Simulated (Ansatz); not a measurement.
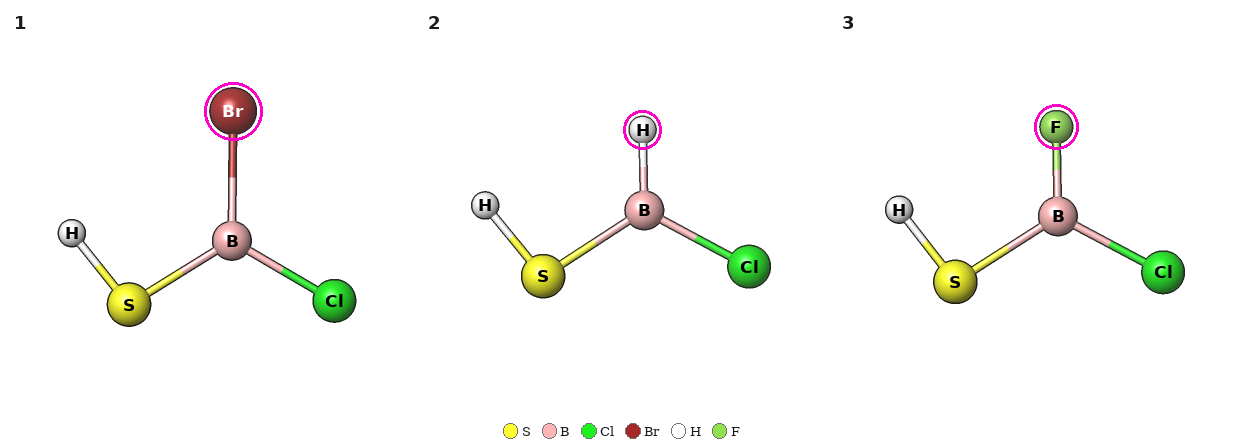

3 molecules with one skeleton, seen from the same side and at one scale; the atom that differs is circled. Each species is neutral and a spin singlet. Computed geometries: PBE0-D4/def2-TZVP optimisations, one conformation each. Properties computed with Ansatz 0.2.0.

One atom differs, called X below: Br in panel 1, H in panel 2, F in panel 3. Their formulas are BBrClHS (`SB(Cl)Br`), BClH2S (`SBCl`), BClFHS (`FB(S)Cl`).

Rank them by the length of X–B, lowest first (PBE0-D4/def2-TZVP).

Answer. 2 (H), 3 (F), 1 (Br).

Rank them by the HOMO–LUMO gap, lowest first (revPBE-D4/def2-TZVPP).

Answer. 1 (Br), 2 (H), 3 (F).

Give the values. With PBE0-D4/def2-TZVP: length of X–B (Å), angle Cl–B–X (°), dipole moment (D), harmonic zero-point energy (kJ/mol). With revPBE-D4/def2-TZVPP: HOMO energy (Kohn–Sham orbital) (eV), HOMO–LUMO gap (eV).

```
                            quantity  1 (Br)  2 (H)  3 (F)
                   length of X–B (Å)   1.912  1.189  1.319
                    angle Cl–B–X (°)   119.6  119.3  118.8
                   dipole moment (D)    1.17   1.57   1.20
 harmonic zero-point energy (kJ/mol)    42.2   62.4   47.2
HOMO energy (Kohn–Sham orbital) (eV)   −7.04  −7.08  −7.08
                  HOMO–LUMO gap (eV)    4.80   4.95   5.57
```
